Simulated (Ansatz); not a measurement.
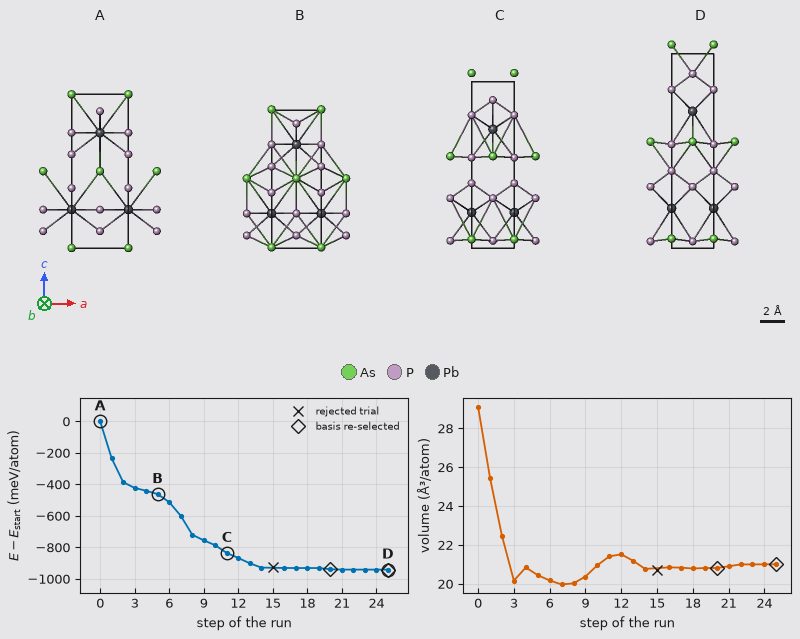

Frames of a relaxation of solid AsP$_{3}$Pb (built on the YAl3Ag-119 type type), marked on the history of the run. A ball-and-stick model of the larger cell on standard axes (2 times the calculation's cell), seen along the b axis.

The calculation used DFT, PBEsol, plane waves, PAW in Ansatz.

The input:
```yaml
crystal:
  lattice:
    - [-2.37508307, 2.38520608, 6.42591802]
    - [2.37508307, -2.38520608, 6.42591802]
    - [2.37508307, 2.38520608, -6.42591802]
  atoms:
    - { symbol: As, position: [0.000139, 0.000139, 0.0] }
    - { symbol: P, position: [0.2498515, 0.7498515, 0.5] }
    - { symbol: P, position: [0.609663, 0.609663, 0.0] }
    - { symbol: P, position: [0.390141, 0.390141, 0.0] }
    - { symbol: Pb, position: [0.750203, 0.250203, 0.5] }
kpoints:
  mp_grid: { grid: [6, 6, 6] }
hamiltonian:
  xc: pbesol
scf:
  occupations: { method: fermi_dirac, width: 0.03 }
relax:
  f_tol: 0.01
  cell: {}
  max_steps: 120
```

Launched with:
```bash
ansatz run input.yaml --threads 2 --pin off --max-ram 2211MiB --backend cpu --events-out ev --progress --plain --runs-dir out
```

Describe the path.

The energy falls by 941 meV per atom in 22 accepted moves (25 points after the start). The largest force component goes from 0.07 to 0.0058 eV/Å. The pressure goes from −11.10 to 0.00 GPa. The line search rejected the trial step at point 15 of the run. The SCF was repeated twice at an unchanged geometry on a basis and grid sized afresh for the cell, which shifted the energy by 8.0 meV per atom at most. The atom that moves furthest relative to the cell is P3 (1.23 Å along −c). Largest moves by element: P 1.23 Å, As 0.78 Å, Pb 0.74 Å. The drawn cell changes as follows: a 4.750 → 3.520 Å (−25.9 %), b 4.770 → 3.678 Å (−22.9 %), c 12.852 → 16.230 Å (+26.3 %); the volume changes by −27.9 %. Some distances before and after: P2–P3 2.989 → 4.928 Å, As1–Pb5 3.995 → 5.843 Å, As1–P3 3.648 → 2.555 Å, As1–Pb5 (another image) 4.002 → 3.138 Å. New bonds form, among them: P2–P4 (2.98 → 2.20 Å), P3–P4 (2.82 → 2.22 Å). The space group stays Imm2 (No. 44). Cost: 3.7 min on 2 threads of Arm Neoverse V2 (shared host), peak memory 0.46 GiB. From step 0 to 5: P3 moves most (0.22 Å), volume −29.8 %, energy −462 meV per atom. From step 5 to 11: P atoms move most (0.68 Å), volume +4.7 %, energy −374 meV per atom. From step 11 to 25: P2 moves most (0.26 Å), volume −1.9 %, energy −106 meV per atom.
